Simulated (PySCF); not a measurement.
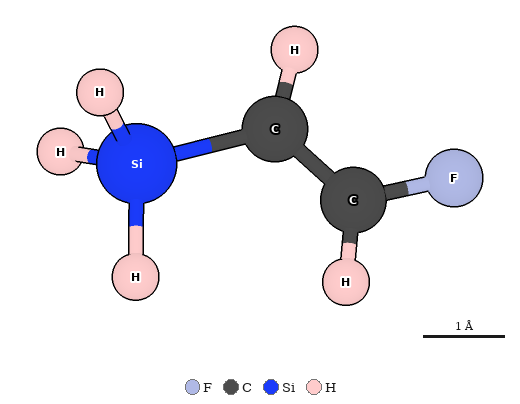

Fig. 1: The structure as given in the input (ball-and-stick view, seen at a tilt). Bond lengths as drawn: C–C 1.32 Å, C–F 1.34 Å, C–H 1.09 Å, C–Si 1.85 Å and H–Si 1.49 Å.

## Energy and gradient calculation of C2H5FSi

C2H5FSi, SMILES FC=C[SiH3], computed with HF/6-31G, RHF (PySCF 2.14.0).

The geometry comes from this level: PBE0-D4/def2-TZVP.

The program's output:
```
PySCF version 2.14.0

[INPUT] num. atoms = 9
[INPUT] num. electrons = 40
[INPUT] charge = 0
[INPUT] spin (= nelec alpha-beta = 2S) = 0
[INPUT] symmetry False subgroup None
[INPUT] Mole.unit = angstrom
[INPUT] Symbol           X                Y                Z      unit          X                Y                Z       unit  Magmom
[INPUT]  1 F     -1.259900000000   2.360900000000   0.506400000000 AA   -2.380865944340   4.461454407486   0.956957309480 Bohr   0.0
[INPUT]  2 C     -0.578300000000   1.355000000000  -0.048000000000 AA   -1.092828617836   2.560578898786  -0.090706853979 Bohr   0.0
[INPUT]  3 C     -0.336700000000   0.219900000000   0.584900000000 AA   -0.636270786141   0.415550774792   1.105300810258 Bohr   0.0
[INPUT]  4 Si     0.614100000000  -1.145000000000  -0.228900000000 AA    1.160480813095  -2.163736412627  -0.432558309913 Bohr   0.0
[INPUT]  5 H     -0.264200000000   1.599600000000  -1.058100000000 AA   -0.499265642110   3.022805908854  -1.999519212402 Bohr   0.0
[INPUT]  6 H     -0.716100000000   0.118100000000   1.598600000000 AA   -1.353232877801   0.223176655311   3.020916182730 Bohr   0.0
[INPUT]  7 H      1.843700000000  -1.465600000000   0.542800000000 AA    3.484088055861  -2.769582608163   1.025743340414 Bohr   0.0
[INPUT]  8 H     -0.206700000000  -2.381600000000  -0.316300000000 AA   -0.390606389948  -4.500571738264  -0.597720373200 Bohr   0.0
[INPUT]  9 H      0.992500000000  -0.707600000000  -1.598500000000 AA    1.875553178631  -1.337170205742  -3.020727210117 Bohr   0.0

nuclear repulsion = 148.950259443263
number of shells = 32
number of NR pGTOs = 132
number of NR cGTOs = 50
basis = 6-31g
ecp = {}

******** <class 'pyscf.scf.hf.RHF'> ********
method = RHF
initial guess = minao
damping factor = 0
level_shift factor = 0
DIIS = <class 'pyscf.scf.diis.CDIIS'>
diis_start_cycle = 1
diis_space = 8
diis_damp = 0
SCF conv_tol = 1e-10
SCF conv_tol_grad = None
SCF max_cycles = 50
direct_scf = True
direct_scf_tol = 1e-13
Set gradient conv threshold to 1e-05
Initial guess from minao.
init E= -467.275744587099
  HOMO = -0.252244483741108  LUMO = 0.0788065780552438  gap/eV = 9.00836
cycle= 1 E= -466.790926039823  delta_E= 0.485  |g|= 0.468  |ddm|= 2.52
  HOMO = -0.411947990427851  LUMO = 0.102664757487728  gap/eV = 14.00333
cycle= 2 E= -466.843770783453  delta_E= -0.0528  |g|= 0.262  |ddm|= 0.656
  HOMO = -0.389757213548062  LUMO = 0.136328468741438  gap/eV = 14.31552
cycle= 3 E= -466.856755294659  delta_E= -0.013  |g|= 0.0435  |ddm|= 0.231
  HOMO = -0.38304822125507  LUMO = 0.144575854106293  gap/eV = 14.35738
cycle= 4 E= -466.857608603565  delta_E= -0.000853  |g|= 0.01  |ddm|= 0.0867
  HOMO = -0.385675291818066  LUMO = 0.142219410346251  gap/eV = 14.36475
cycle= 5 E= -466.857659797429  delta_E= -5.12e-05  |g|= 0.00409  |ddm|= 0.0196
  HOMO = -0.385502861975357  LUMO = 0.142332864437637  gap/eV = 14.36314
cycle= 6 E= -466.857668526864  delta_E= -8.73e-06  |g|= 0.00125  |ddm|= 0.00871
  HOMO = -0.385201362481577  LUMO = 0.142574237365331  gap/eV = 14.36151
cycle= 7 E= -466.857669610838  delta_E= -1.08e-06  |g|= 0.000538  |ddm|= 0.00268
  HOMO = -0.385268068221616  LUMO = 0.142539321561811  gap/eV = 14.36237
cycle= 8 E= -466.857669753251  delta_E= -1.42e-07  |g|= 0.00012  |ddm|= 0.00119
  HOMO = -0.385258528320569  LUMO = 0.142541783494025  gap/eV = 14.36218
cycle= 9 E= -466.857669763587  delta_E= -1.03e-08  |g|= 4.16e-05  |ddm|= 0.000352
  HOMO = -0.385259890008588  LUMO = 0.142540491383001  gap/eV = 14.36218
cycle= 10 E= -466.857669764801  delta_E= -1.21e-09  |g|= 1.02e-05  |ddm|= 0.000123
  HOMO = -0.385260292319847  LUMO = 0.142539683092049  gap/eV = 14.36217
cycle= 11 E= -466.857669764872  delta_E= -7.19e-11  |g|= 1.62e-06  |ddm|= 3.12e-05
  HOMO = -0.385260049289025  LUMO = 0.142539896351817  gap/eV = 14.36217
```

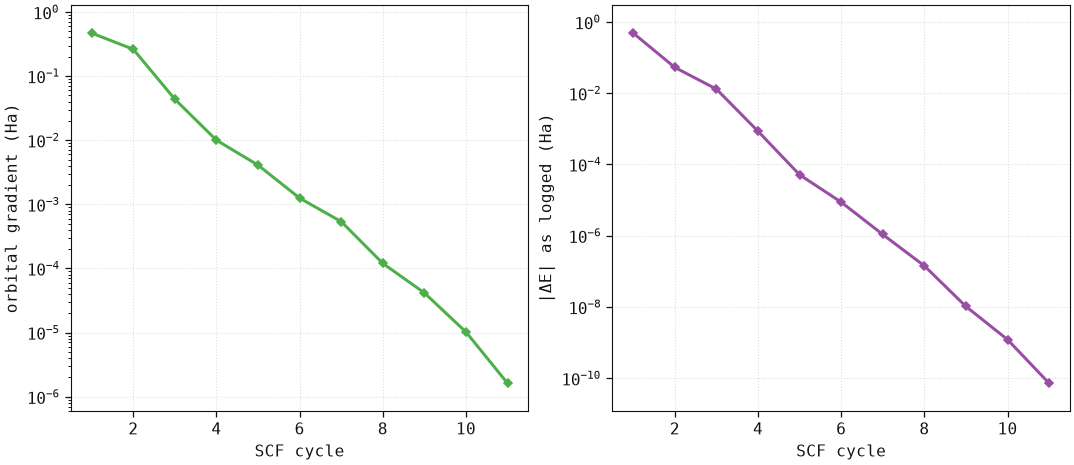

Fig. 2: Convergence of the self-consistent field: orbital gradient and size of the energy change against the SCF cycle. The residual falls at every step.

```
Extra cycle  E= -466.857669764873  delta_E= -9.09e-13  |g|= 6.84e-07  |ddm|= 2.66e-06
converged SCF energy = -466.857669764873
E = -466.8576697649 Eh

******** <class 'pyscf.grad.rhf.Gradients'> for <class 'pyscf.scf.hf.RHF'> ********
unit = Eh/Bohr
--------------- RHF gradients ---------------
         x                y                z
0 F     0.0174161245    -0.0254126631    -0.0144767586
1 C    -0.0206941914     0.0266214660     0.0210365170
2 C     0.0121927686    -0.0192269270    -0.0086393569
3 Si    -0.0071192410     0.0131513019     0.0030817031
4 H     0.0035556531     0.0023703162    -0.0110185965
5 H    -0.0034494799     0.0003808959     0.0078297533
6 H    -0.0021201707     0.0005578702    -0.0006050630
7 H     0.0009468968     0.0019097053     0.0006865835
8 H    -0.0007283601    -0.0003519654     0.0021052181
----------------------------------------------
Dipole moment(X, Y, Z, Debye):  0.71908, -0.97545, -0.67515
 ** Mulliken pop  **
pop of  0 F 1s            1.99786
pop of  0 F 2s            0.92842
pop of  0 F 3s            1.08136
pop of  0 F 2px           1.10839
pop of  0 F 2py           1.03297
pop of  0 F 2pz           1.15183
pop of  0 F 3px           0.72197
pop of  0 F 3py           0.67894
pop of  0 F 3pz           0.72182
pop of  1 C 1s            1.99753
pop of  1 C 2s            0.71812
pop of  1 C 3s            0.41534
pop of  1 C 2px           0.54244
pop of  1 C 2py           0.65254
pop of  1 C 2pz           0.71082
pop of  1 C 3px           0.30817
pop of  1 C 3py           0.11408
pop of  1 C 3pz           0.25177
pop of  2 C 1s            1.99775
pop of  2 C 2s            0.65636
pop of  2 C 3s            0.67798
pop of  2 C 2px           0.59940
pop of  2 C 2py           0.72196
pop of  2 C 2pz           0.70425
pop of  2 C 3px           0.51134
pop of  2 C 3py           0.34961
pop of  2 C 3pz           0.40916
pop of  3 Si 1s           1.99975
pop of  3 Si 2s           1.99828
pop of  3 Si 3s           0.94442
pop of  3 Si 4s           0.18332
pop of  3 Si 2px          1.99210
pop of  3 Si 2py          1.99195
pop of  3 Si 2pz          1.99197
pop of  3 Si 3px          0.62128
pop of  3 Si 3py          0.61201
pop of  3 Si 3pz          0.62103
pop of  3 Si 4px          0.05602
pop of  3 Si 4py          0.02179
pop of  3 Si 4pz          0.04924
pop of  4 H 1s            0.54147
pop of  4 H 2s            0.26045
pop of  5 H 1s            0.51931
pop of  5 H 2s            0.26511
pop of  6 H 1s            0.50284
pop of  6 H 2s            0.68327
pop of  7 H 1s            0.50280
pop of  7 H 2s            0.68331
pop of  8 H 1s            0.50368
pop of  8 H 2s            0.69245
 ** Mulliken atomic charges  **
charge of    0F =     -0.42356
charge of    1C =      0.28919
charge of    2C =     -0.62780
charge of    3Si =      0.91685
charge of    4H =      0.19808
charge of    5H =      0.21558
charge of    6H =     -0.18610
charge of    7H =     -0.18611
charge of    8H =     -0.19613
```

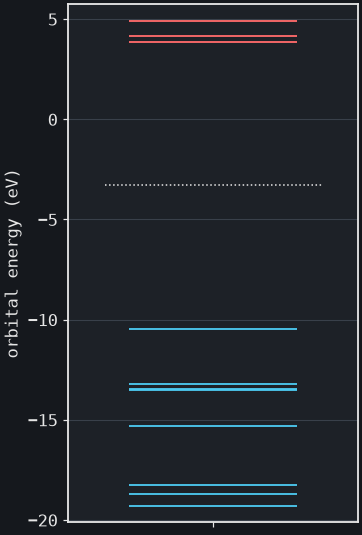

Fig. 3: Orbital energies near the frontier; the dotted line parts filled from empty levels, and levels within 0.02 eV of each other stand side by side. Highest filled −10.48 eV, lowest empty 3.88 eV, 14.36 eV apart.

This output came from the following input.

Input file (input.py):
```python
import pyscf.grad
from pyscf import gto

molecule = gto.M(
    atom='''
F   -1.259900   2.360900   0.506400
C   -0.578300   1.355000  -0.048000
C   -0.336700   0.219900   0.584900
Si   0.614100  -1.145000  -0.228900
H   -0.264200   1.599600  -1.058100
H   -0.716100   0.118100   1.598600
H    1.843700  -1.465600   0.542800
H   -0.206700  -2.381600  -0.316300
H    0.992500  -0.707600  -1.598500
''',
    spin=0,
    basis='6-31g',
    max_memory=1860,
    verbose=4,
)

mf = molecule.RHF()
mf.conv_tol = 1e-10
mf.kernel()
if not mf.converged:
    mf = mf.newton().run(mf.mo_coeff, mf.mo_occ)

e_final = mf.e_tot
print('E = %.10f Eh' % e_final)
grad = mf.Gradients().kernel()
dip = mf.dip_moment()
pop, q = mf.mulliken_pop()
```

Launched with:
```bash
OMP_NUM_THREADS=1 python input.py
```

Results in brief:

```json
{"quantity": "outcome", "value": "converged"}
{"quantity": "total energy", "value": "−466.857670 hartree"}
{"quantity": "basis functions", "value": "50"}
{"quantity": "largest force", "value": "2.044 eV/Å"}
{"quantity": "HOMO", "value": "−10.48 eV"}
{"quantity": "LUMO", "value": "3.88 eV"}
{"quantity": "dipole moment", "value": "1.39 D"}
{"quantity": "hardware", "value": "1 thread of Intel Xeon @ 2.50GHz (Skylake/Cascade Lake), 189 GiB of memory available, shared host"}
{"quantity": "wall time", "value": "8.1 s"}
{"quantity": "peak memory", "value": "0.12 GiB"}
```
